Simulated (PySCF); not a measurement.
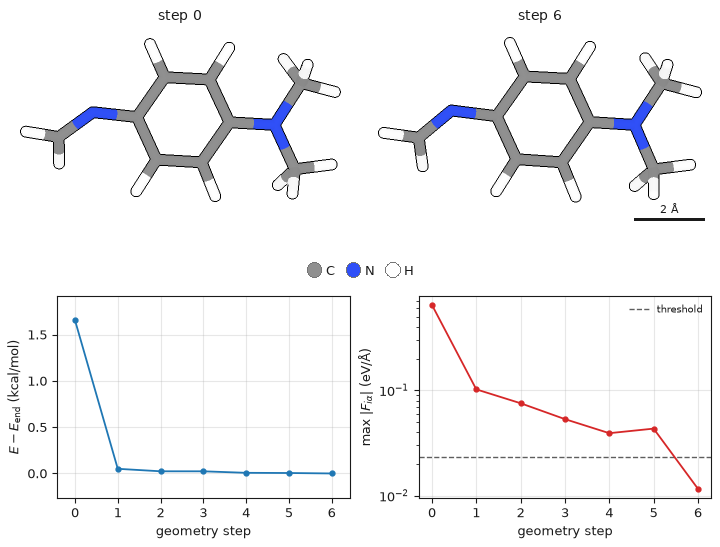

First and last geometry of a relaxation of C9H12N2, with the history of the run. The picture is a stick view, seen at a tilt.

The start comes from GFN2-xTB.

The calculation used PySCF 2.14.0, density-fitted response routines, PBE0-D3(BJ)/def2-SVP geometry optimisation, gas phase. 

Question: Did the run converge, and what did it change?

Answer: It converged. After 6 geometry steps the energy has fallen by 1.66 kcal/mol. The largest force component goes from 0.65 to 0.012 eV/Å. The largest move after the best rigid fit is that of an H atom, 0.13 Å. Largest moves by element: H 0.13 Å, N 0.07 Å, C 0.05 Å. Among the contacts that change: C–H 1.081 → 1.099 Å, C–N 1.384 → 1.399 Å, C–C 1.403 → 1.414 Å, C–H 1.095 → 1.106 Å. Among the angles between lasting bonds that change: C–N–C 123.4° → 121.3°.
